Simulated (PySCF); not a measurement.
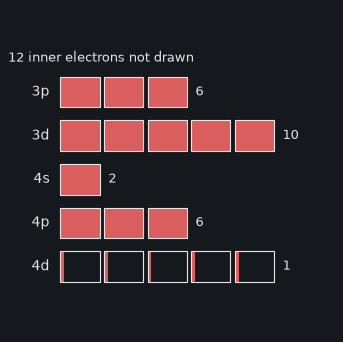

*The outer shells of the nominal configuration: a box for each of the 2l + 1 orbitals, shaded by the share of the shell that is filled, with the electron count at the right.*

Atomic calculation for Hg⁴³⁺

- system: Hg⁴³⁺, configuration 1s2 2s2 2p6 3s2 3p6 3d10 4s2 4p6 4d1, multiplicity 2.
- method: unrestricted HF, even-tempered 17s12p9d4f3g, non-relativistic, point nucleus (PySCF)

## The input
```python
from pyscf import gto, scf, dft, mp, cc
mol = gto.M(atom="Hg 0 0 0", charge=43, spin=1, symmetry="D2h",
            basis=gto.etbs([(0, 17, 4.7, 2.5), (1, 12, 6.1, 2.5), (2, 9, 6.1, 2.5), (3, 4, 25, 2.7), (4, 3, 38, 2.7)]))
mf = scf.UHF(mol)
mf.irrep_nelec = {'Ag': (6, 6), 'B1g': (2, 1), 'B2g': (1, 1), 'B3g': (1, 1), 'B1u': (3, 3), 'B2u': (3, 3), 'B3u': (3, 3)}
mf.kernel()
```

The script is an equivalent of what the driver set up; the driver started from orbitals of its own, so the log can be shorter than this script's would be, and it computed the properties (radii, ⟨L²⟩, response) afterwards. It held the occupations shell by shell, which the script's counts by irreducible representation don't always enforce.

## Log (extracts)
```
damping factor = 0
level_shift factor = 0
DIIS = <class 'pyscf.scf.diis.CDIIS'>
diis_start_cycle = 1
diis_space = 10
diis_damp = 0
SCF conv_tol = 1e-09
SCF conv_tol_grad = None
number electrons alpha = 19  beta = 18
cycle= 1 E= -17196.3038866226  delta_E= -0.00774  |g|= 0.0534  |ddm|= 0.0458
cycle= 2 E= -17196.304025759  delta_E= -0.000139  |g|= 0.00835  |ddm|= 0.00733
cycle= 3 E= -17196.3040304293  delta_E= -4.67e-06  |g|= 0.000633  |ddm|= 0.00176
cycle= 4 E= -17196.3040304612  delta_E= -3.2e-08  |g|= 6.08e-05  |ddm|= 0.000165
cycle= 5 E= -17196.3040304615  delta_E= -2.66e-10  |g|= 3.37e-06  |ddm|= 1.4e-05
converged SCF energy = -17196.3040304615  <S^2> = 0.75055393  2S+1 = 2.0005539
```

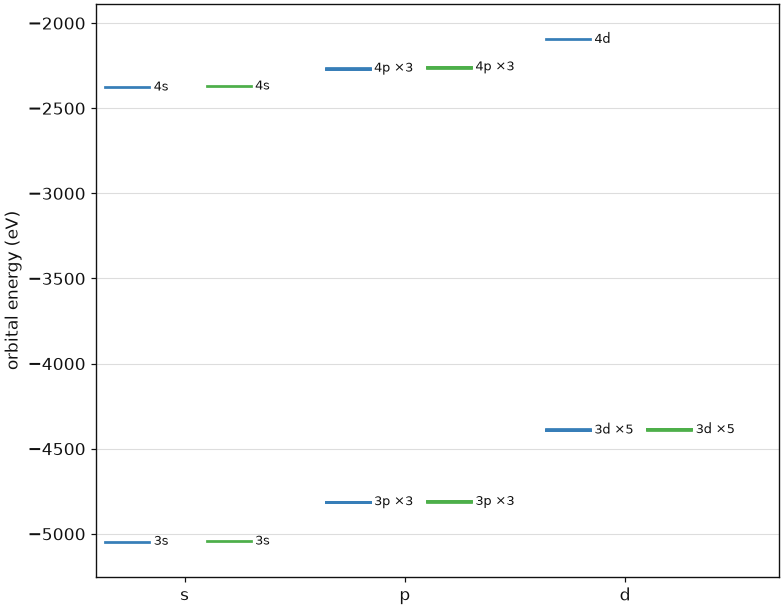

*Orbital energies of the mean field, from the top down to −5045 eV, by angular momentum, α spin at the left of each column and β at the right; ×n counts the orbitals under one label.*

The highest filled orbital is 4d α at −2094 eV, the lowest empty one d α at −2034 eV.

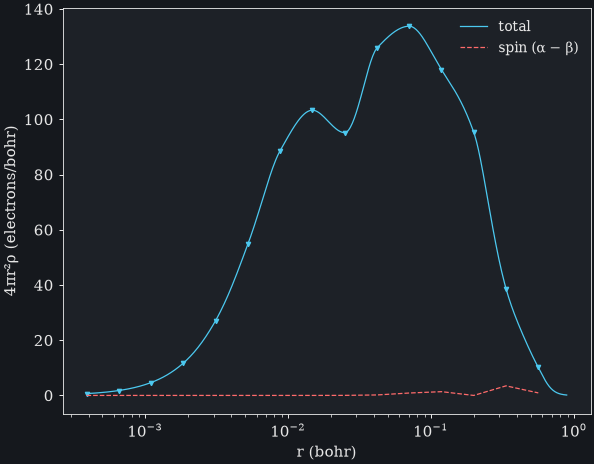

*Spherically averaged radial density 4πr²ρ of the mean field and its spin part; markers are the stored points, which are sparse, and the line is a monotone interpolation between them.*

The largest stored value is 134 electrons/bohr at r = 0.070 bohr. Root-mean-square radii of the shells: 3d 0.176, 3p 0.201, 3s 0.210, 4d 0.402, 4p 0.418, 4s 0.419 bohr.

## Summary

```tsv
quantity	value
outcome	converged
total energy	−17196.3040 hartree
kinetic energy	17202.1205 hartree
−E/T (1 by the virial theorem at the basis-set limit)	0.9997
⟨S²⟩	0.751
⟨L²⟩	6.01
SCF iterations	5
hardware	1 CPU thread, shared host
CPU time	13 s (integrals apart)
```

## Remarks

Relativity is left out, which matters for an atom this heavy.
